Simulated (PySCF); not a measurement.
C$_{7}$H$_{12}$OSi

Input

```
{"job": {"kind": "nmr", "xc": "PBE0", "basis": "pcSseg-1"}, "charge": 0, "multiplicity": 1}
C      2.944332    -0.298927    -0.767700
C      1.661345    -0.477126    -0.506089
C      0.857790     0.384173     0.402553
C     -0.096861    -0.427982     1.291515
C     -1.491213    -0.499015     0.641003
C     -1.409792    -1.404762    -0.550198
O     -1.439756    -1.043717    -1.694173
C     -1.879601     0.912473     0.211493
Si    -0.285320     1.598584    -0.569734
H      3.507382     0.500394    -0.313614
H      3.484027    -0.934996    -1.447875
H      1.124308    -1.285430    -0.984600
H      1.550366     0.943614     1.036030
H     -0.204994     0.073968     2.254739
H      0.296294    -1.430312     1.479926
H     -2.202356    -0.936603     1.351637
H     -1.299268    -2.478516    -0.292712
H     -2.728105     0.883908    -0.467883
H     -2.178335     1.491293     1.084928
H     -0.036042     2.981696    -0.144056
H     -0.183118     1.464222    -2.015659
```

Launched as:

```sh
OMP_NUM_THREADS=1 python probes_run.py task.json out
```

Geometry: GFN2-xTB.

Theory: PBE0/pcSseg-1, SCF density, gas phase, non-relativistic in PySCF.

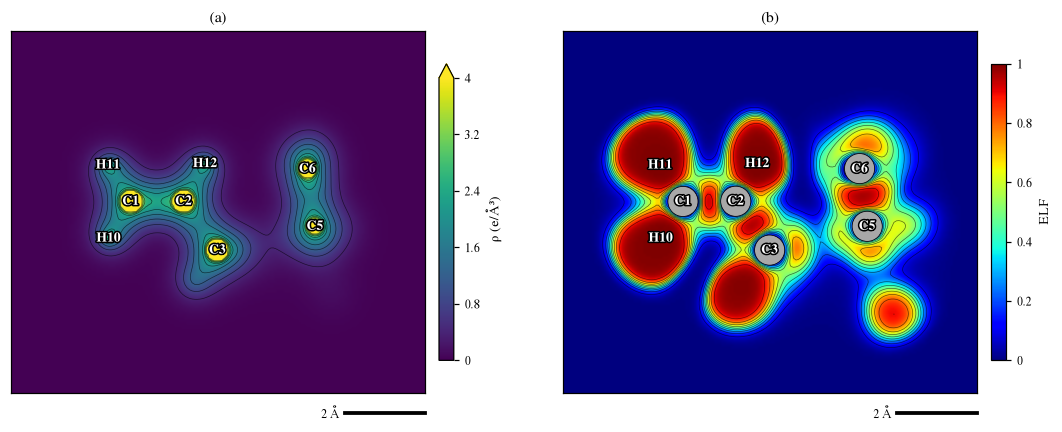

Figure 1. (a) electron density; (b) ELF on the plane of atoms C3, C2 and H12. Grey discs cover the atomic cores in the ELF map.

**Interpret the plot.**

The plane passes through C and H nuclei.
C–C (1.32 Å): the density is about 2.3 e/Å³ at the midpoint; the ELF peaks at about 0.95 between the atoms; a short, multiple covalent bond.
C–H (1.08 Å): ρ is about 2 e/Å³ halfway; the ELF climbs to about 1 towards the hydrogen, as it does in any bond to H; a covalent bond by its length.
C–C (1.49 Å): ρ at the midpoint is about 1.7 e/Å³; the ELF peaks at about 0.95 between the atoms; a covalent bond.

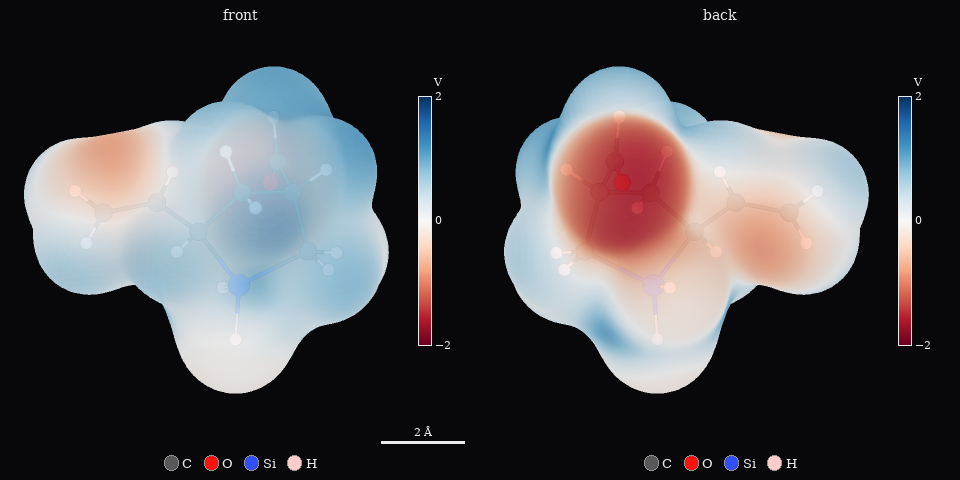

Figure 2. The electrostatic potential painted on the density surface at 0.002 e/bohr³, seen from the front and from behind; red is negative and blue positive.

**Where is the surface potential most negative and most positive?**

The most negative region (about −1.6 V) lies over O7, the most positive (about +1.1 V) over C6, Si9, H16 and H17. O7 is the likeliest acceptor of a hydrogen bond.
